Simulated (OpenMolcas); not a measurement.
**Run report: HBr, excited-state calculation (part 4 of 4)**

The same run, continued: HBr, SMILES Br; MC-PDFT (tOPBE)/ANO-R1, sfX2C (OpenMolcas 26.06). The geometry comes from this level: PBE0-D4/def2-TZVP.

Geometry of the input (Å):
```
Br 0.0000  0.0000  0.0000
H  0.0000  0.0000  1.4205
```

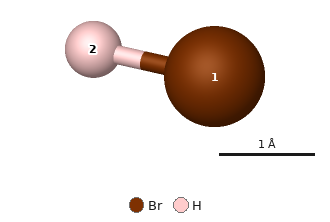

*The input geometry (ball-and-stick view, seen at a tilt; atoms are numbered from 1 in the order of the input).*

**Log, continued**
```
      Integrated alpha exchange energy                                      -46.341730
      Integrated beta  exchange energy                                      -45.917568
      Integrated  correlation   energy                                       -1.716876

      Nuclear Repulsion energy                                             13.03874789
      CASSCF contribution energy                                        -2513.42118970
      On-top energy                                                       -93.97617513

      Information for hybrid PDFT:
      Wave function percentage (Lambda*100)                                      25.00
      Wave function energy                                               -651.21054147
      PDFT energy                                                       -1955.54802362

      Total MCPDFT energy for state   2                                 -2606.75856509
--

++    CMS-PDFT INTERMEDIATE STATE 0003
      --------------------------------

      MCSCF reference energy                                            -2604.84216587

      Integrated total density:                                                 36.000
      Integrated alpha density before functional transformation:                18.000
      Integrated  beta density before functional transformation:                18.000
      Integrated alpha density  after functional transformation:                18.590
      Integrated  beta density  after functional transformation:                17.410
      Integrated alpha tau     before functional transformation:                 0.000
      Integrated  beta tau     before functional transformation:                 0.000
      Integrated alpha tau      after functional transformation:                 0.000
      Integrated  beta tau      after functional transformation:                 0.000
      NOTE:
      Densities after transformation are intermediate quantities
      and should not be interpreted as real spin densities

      Exchange energy scaling factor                                          1.000000
      Correlation energy scaling factor                                       1.000000

      Integrated alpha exchange energy                                      -46.341730
      Integrated beta  exchange energy                                      -45.917568
      Integrated  correlation   energy                                       -1.716876

      Nuclear Repulsion energy                                             13.03874789
      CASSCF contribution energy                                        -2513.42118970
      On-top energy                                                       -93.97617513

      Information for hybrid PDFT:
      Wave function percentage (Lambda*100)                                      25.00
      Wave function energy                                               -651.21054147
      PDFT energy                                                       -1955.54802362

      Total MCPDFT energy for state   3                                 -2606.75856509
--

++    CMS-PDFT INTERMEDIATE STATE 0004
      --------------------------------

      MCSCF reference energy                                            -2604.90157368

      Integrated total density:                                                 36.000
      Integrated alpha density before functional transformation:                18.000
      Integrated  beta density before functional transformation:                18.000
      Integrated alpha density  after functional transformation:                18.261
      Integrated  beta density  after functional transformation:                17.739
      Integrated alpha tau     before functional transformation:                 0.000
      Integrated  beta tau     before functional transformation:                 0.000
      Integrated alpha tau      after functional transformation:                 0.000
      Integrated  beta tau      after functional transformation:                 0.000
      NOTE:
      Densities after transformation are intermediate quantities
      and should not be interpreted as real spin densities

      Exchange energy scaling factor                                          1.000000
      Correlation energy scaling factor                                       1.000000

      Integrated alpha exchange energy                                      -46.333653
      Integrated beta  exchange energy                                      -46.073127
      Integrated  correlation   energy                                       -1.738653

      Nuclear Repulsion energy                                             13.03874789
      CASSCF contribution energy                                        -2513.33496478
      On-top energy                                                       -94.14543276

      Information for hybrid PDFT:
      Wave function percentage (Lambda*100)                                      25.00
      Wave function energy                                               -651.22539342
      PDFT energy                                                       -1955.61029815

      Total MCPDFT energy for state   4                                 -2606.83569157
--

++       CMS-PDFT FINAL RESULTS
      -------------------------

      Hybrid CMS-PDFT Effective Hamiltonian
      (diagonal values increased by  2600.00 hartree)
       -6.757086  0.000000  0.000000  0.224194
        0.000000 -6.758565  0.000000 -0.000000
        0.000000  0.000000 -6.758565 -0.000000
        0.224194 -0.000000 -0.000000 -6.835692

::    MSPDFT root number  1 Total energy:  -2607.02400118
::    MSPDFT root number  2 Total energy:  -2606.75856509
::    MSPDFT root number  3 Total energy:  -2606.75856509
::    MSPDFT root number  4 Total energy:  -2606.56877618

      Hybrid CMS-PDFT Eigenvectors:

      Intermediate-state Basis
       Root    1      Root    2      Root    3      Root    4
       -0.643166      -0.000000      -0.000000      -0.765727
        0.000000      -0.751505      -0.659727       0.000000
        0.000000       0.659727      -0.751505       0.000000
        0.765727       0.000000       0.000000      -0.643166

      Reference-state Basis
       Root    1      Root    2      Root    3      Root    4
        0.999916       0.000000       0.000000       0.012979
        0.000000      -0.990796      -0.135363       0.000000
        0.000000       0.135363      -0.990796       0.000000
       -0.012979       0.000000       0.000000       0.999916
--

--- Stop Module: mcpdft /rc=_RC_ALL_IS_WELL_ ---

.##################.
.# Happy landing! #.
.##################.

    Timing: Wall=4.22 User=3.51 System=0.66
```

**Summary**

- outcome: converged
- total energy: −2607.024001 hartree
- basis functions: 44
- wall time: 4.5 s
- peak memory: 0.38 GiB
